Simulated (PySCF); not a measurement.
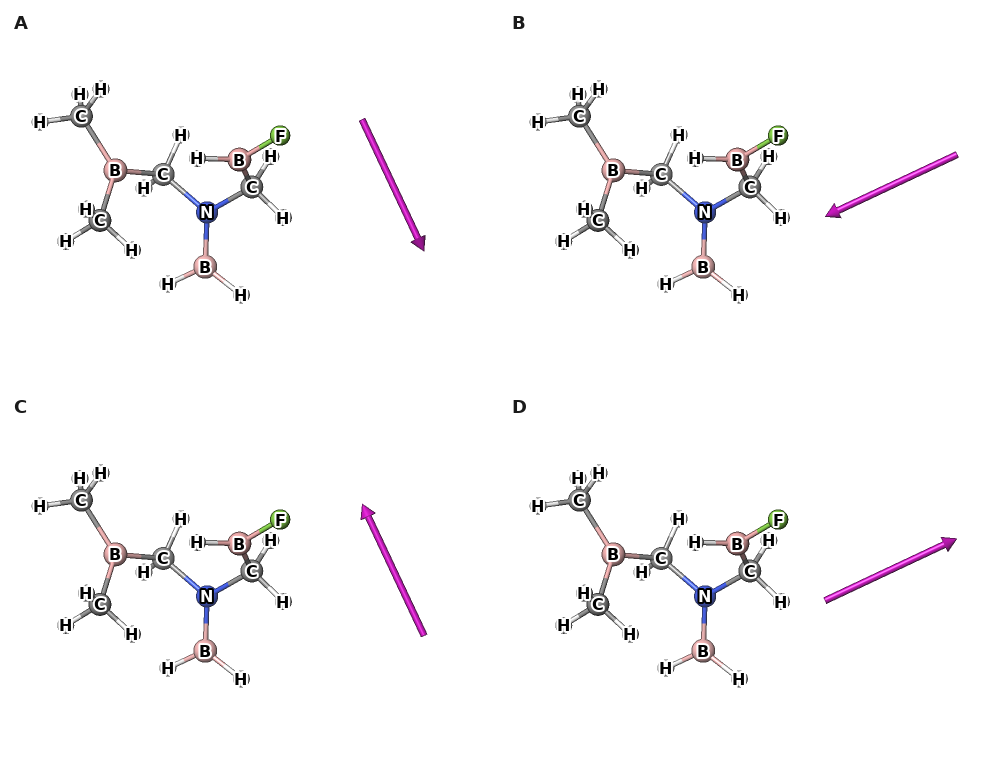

The same molecule four times, each with an arrow. The geometry was computed by an optimisation with GFN2-xTB. No frequency run is at hand to confirm it as a minimum. Properties computed with PBE0/pcSseg-1, gas phase (PySCF 2.14.0).

### Which arrow points along the dipole moment, from the negative to the positive end?

C. The dipole moment is 1.70 D.

The geometry is semi-empirical. Around B such bond lengths and angles can be off by a tenth of an ångström or more and by several degrees, and values that hang on the shape move with them.
